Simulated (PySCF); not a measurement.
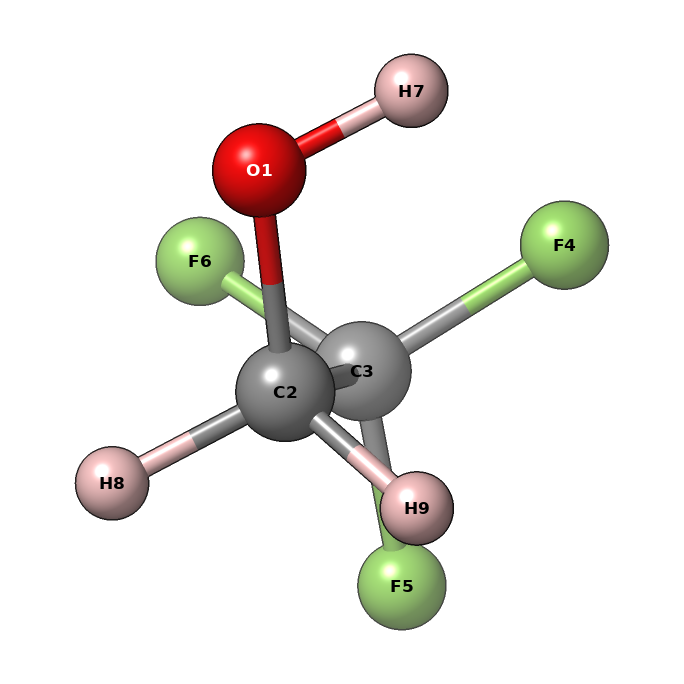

C3 lies behind C2. The molecule seen a little off the C2–C3 bond, C2 in front. Depth is shown by fading: the farther an atom, the more it takes the colour of the background. The geometry was computed by an optimisation with PBE0-D3(BJ)/def2-SVP. No frequency run is at hand to confirm it as a minimum.

Q: What is the torsion angle O1–C2–C3–F4? The sign is positive where the front bond must turn clockwise to cover the back bond.

A: 56°, synclinal (gauche). The bonds about C2–C3 are staggered.
